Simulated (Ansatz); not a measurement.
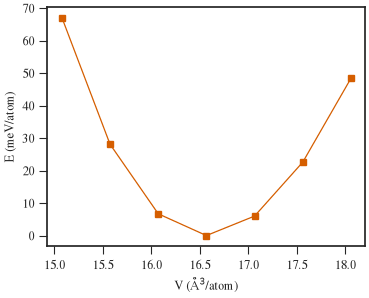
*VGe in space group P6/mmm (No. 191; V on 3f, Ge on 1a, Ge on 2d) under volume change, plane-wave PAW PBE (Ansatz code), shape and atoms relaxed at each volume.*

### Question
What does a third-order Birch–Murnaghan fit give for V₀, B₀ and B′?

### Answer
V₀ = 16.57 Å³/atom, B₀ = 135 GPa, B′ = 4.4.

The cell is a constructed one: a structure type filled with these elements; neither database checked (COD, Materials Project) lists it. Its standing as an ambient phase is unchecked. The cell was relaxed with PBE under the symmetry of its start; its stability against distortions is not shown here. The workflow began spin-polarised and lost its moments.

Potentials: the later of the program's two PAW sets.
